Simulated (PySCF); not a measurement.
Consider C₂H₁₁NSi₄.

```yaml
atoms:
  - { symbol: N, position_ang: [-2.5647, 1.6423, 2.4287] }
  - { symbol: C, position_ang: [-1.6588, 1.5044, 1.7409] }
  - { symbol: C, position_ang: [-0.5550, 1.2714, 0.8748] }
  - { symbol: Si, position_ang: [-0.6303, -0.5468, 0.1931] }
  - { symbol: Si, position_ang: [-2.7331, -0.8660, -0.7537] }
  - { symbol: Si, position_ang: [1.3385, -0.7608, -1.0465] }
  - { symbol: Si, position_ang: [3.2908, 0.0469, -0.0845] }
  - { symbol: H, position_ang: [-0.5943, 1.9878, 0.0526] }
  - { symbol: H, position_ang: [0.3707, 1.4372, 1.4279] }
  - { symbol: H, position_ang: [-0.4959, -1.3492, 1.4289] }
  - { symbol: H, position_ang: [-2.9635, 0.1183, -1.8175] }
  - { symbol: H, position_ang: [-2.7909, -2.1914, -1.3784] }
  - { symbol: H, position_ang: [-3.8500, -0.7621, 0.1835] }
  - { symbol: H, position_ang: [1.4761, -2.1828, -1.3967] }
  - { symbol: H, position_ang: [1.1320, -0.1080, -2.3525] }
  - { symbol: H, position_ang: [4.5138, -0.2513, -0.8319] }
  - { symbol: H, position_ang: [3.4734, -0.4901, 1.2673] }
  - { symbol: H, position_ang: [3.2323, 1.5067, 0.0525] }
```

Geometry: GFN2-xTB.

Level of theory: wB97X-D/def2-SVPD, SCF density, gas phase in PySCF 2.14.0.

Q: What will maps of the electron density and electron localisation function show?

A: C–N (1.15 Å): ρ is about 3.6 e/Å³ halfway; the ELF peaks at about 0.85 between the atoms (a short, multiple covalent bond).
C–C (1.42 Å): ρ is about 1.9 e/Å³ halfway; the ELF peaks at about 0.95 between the atoms: a covalent bond.
Si–H (1.46 Å): the density is about 0.79 e/Å³ at the midpoint; the ELF climbs to about 1 towards the hydrogen, as it does in any bond to H.

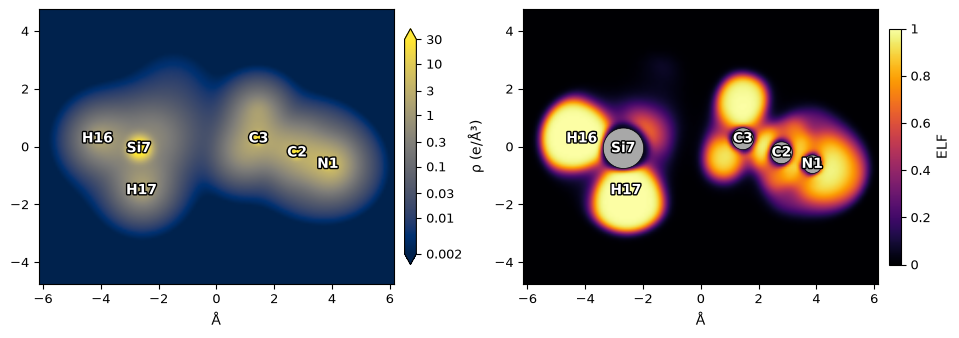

Computed electron density and electron localisation function on the plane of atoms H16, Si7 and H17, in this order. Grey discs cover the atomic cores in the ELF map. 
